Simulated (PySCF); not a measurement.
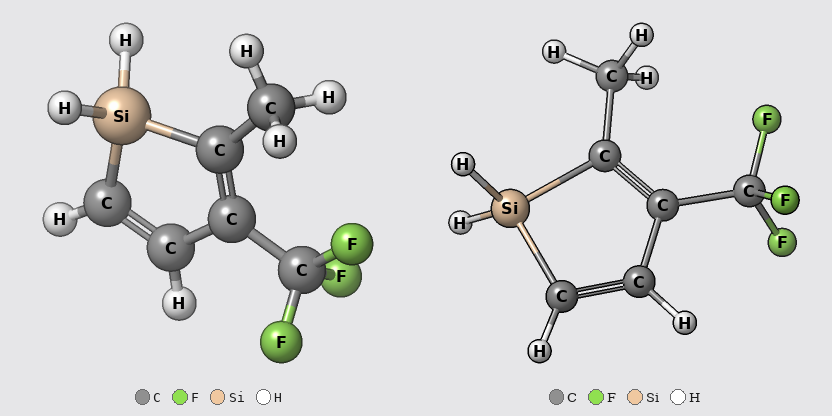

Both panels show the same species.

The computed structure is the end point of a PBE0-D3(BJ)/def2-SVP optimisation. No frequency run is at hand to confirm it as a minimum.

Give the formula.

Answer. C₆H₇F₃Si, 17 atoms: 6 carbon, 7 hydrogen, 3 fluorine and 1 silicon.

Count the bonded pairs by element.

Answer. 5 C–C, 5 C–H, 3 C–F, 2 C–Si, 2 Si–H.

Give a SMILES string for it.

Answer. CC1=C(C(F)(F)F)C=C[SiH2]1

Name functional groups in it.

Answer. Among them: alkene, C–F bond, Si–H bond.

Does it have rings?

Answer. Independent rings (smallest set): 1 of 5 members.

The parts below concern this one geometry. Atoms keep their numbers from picture to picture.

Geometry

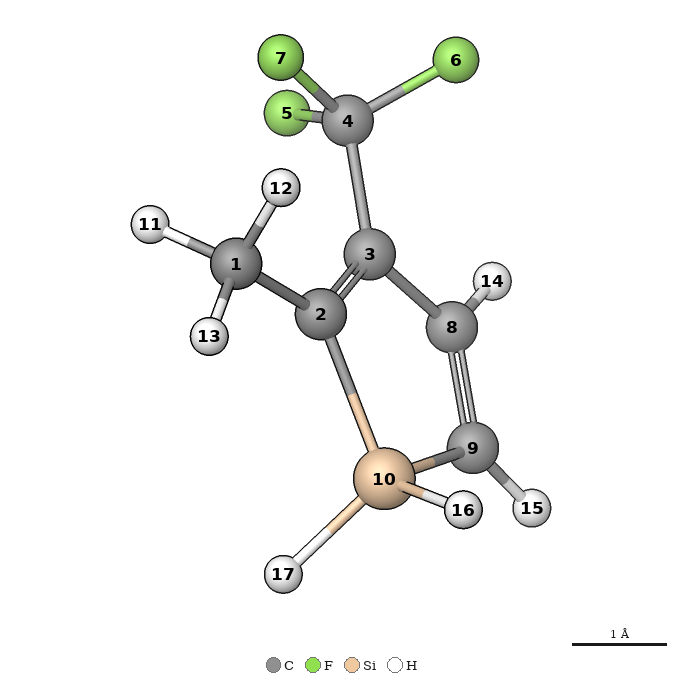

The atoms are numbered. No frequency run is at hand to confirm it as a minimum.

List the bonds and their lengths. Leave out bonds to hydrogen.

```tsv
bond	length (Å)	order
C1–C2	1.497	single
C2–C3	1.356	double
C2–Si10	1.892	single
C3–C4	1.502	single
C3–C8	1.485	single
C4–F5	1.340	single
C4–F6	1.340	single
C4–F7	1.334	single
C8–C9	1.348	double
C9–Si10	1.863	single
```

Polarisability

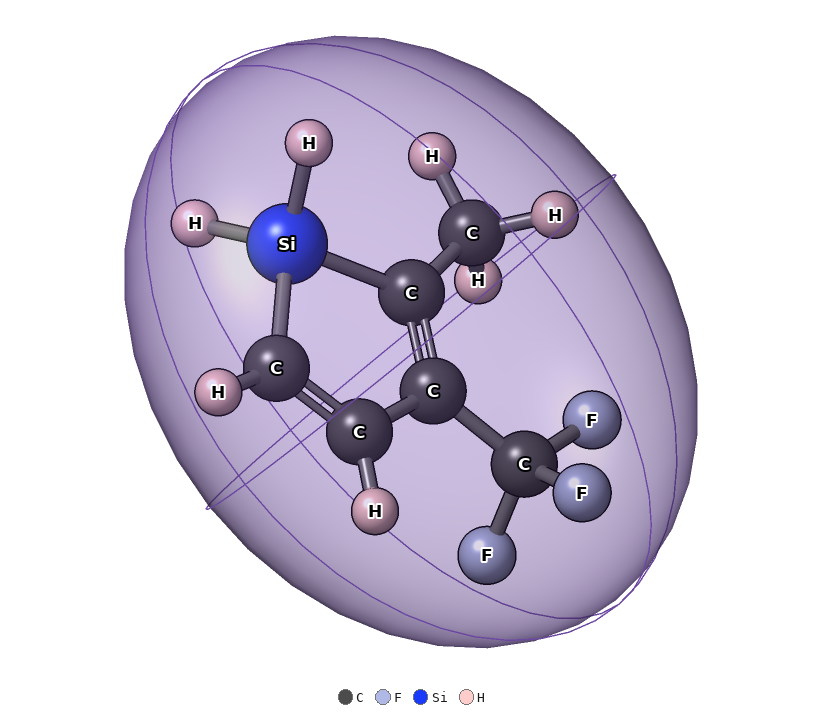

The ellipsoid shows the static dipole polarisability: its half-axes are proportional to the principal values. No frequency run is at hand to confirm it as a minimum. Level of theory: PBE0/def2-SVPD (PySCF 2.14.0).

Give the principal values, the mean and the anisotropy.

Answer. Principal values 71.3, 106.2, 114.2 bohr³; mean 97.2 bohr³ (14.41 Å³); anisotropy 39.5 bohr³, so the longest axis is 1.60 times the shortest.

Ring current

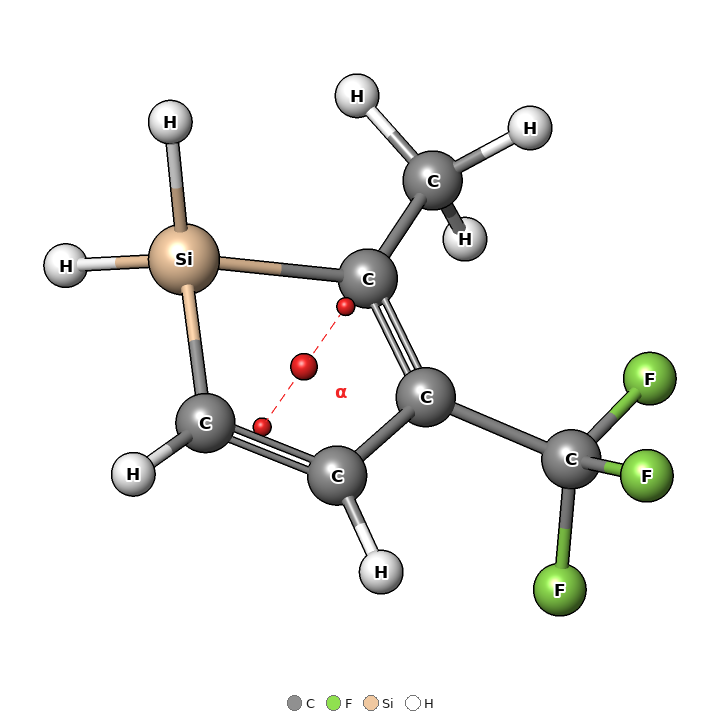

The small points mark where nucleus-independent chemical shifts (NICS) were computed: at the centre of each lettered ring and 1 Å above and below it. No frequency run is at hand to confirm it as a minimum. Method: GIAO PBE0/pcSseg-1 NMR shielding, non-relativistic, gas phase (PySCF 2.14.0).

Give NICS(0), NICS(1) and the out-of-plane component NICS(1)zz for each ring (means of the two sides).

| ring | members | NICS(0) | NICS(1) | NICS(1)zz |
| --- | --- | --- | --- | --- |
| α | C4Si | 0.1 | −2.0 | 1.5 |

Values in ppm.

What do the values say about the ring currents?

Answer. Ring α: weak, as in a non-aromatic ring. NICS is one index among several.

Excitation

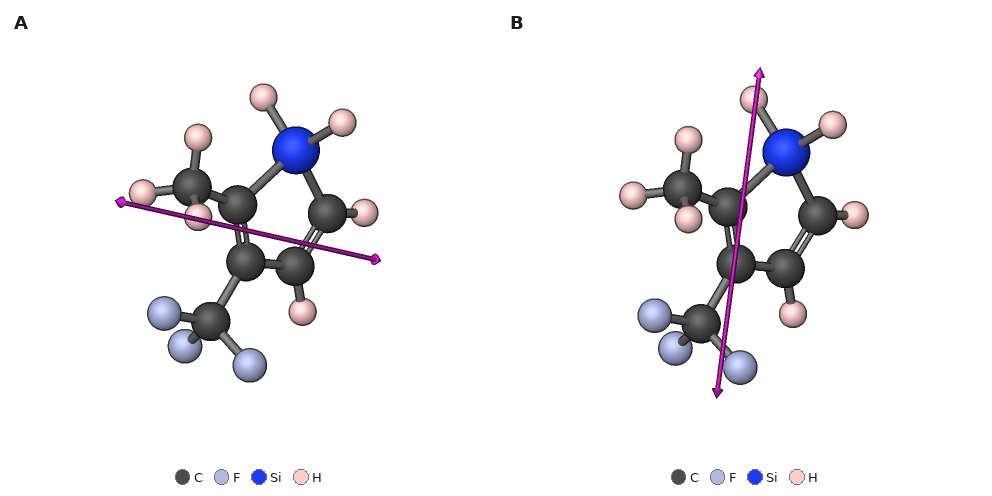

The double arrows show the directions of two transition dipoles from the ground state (lengths mean nothing). No frequency run is at hand to confirm it as a minimum. Method: TDDFT PBE0/def2-SVPD, vertical, IEF-PCM benzene (non-equilibrium linear response), core orbitals frozen in the response (PySCF 2.14.0).

One belongs to singlet state 1 and one to singlet state 4. Which is which?

Answer. A: state 1, 4.23 eV (293 nm), oscillator strength 0.10, mainly HOMO → LUMO (weight 0.98).
B: state 4, 6.16 eV (201 nm), oscillator strength 0.045, mainly HOMO−2 → LUMO (weight 0.62).
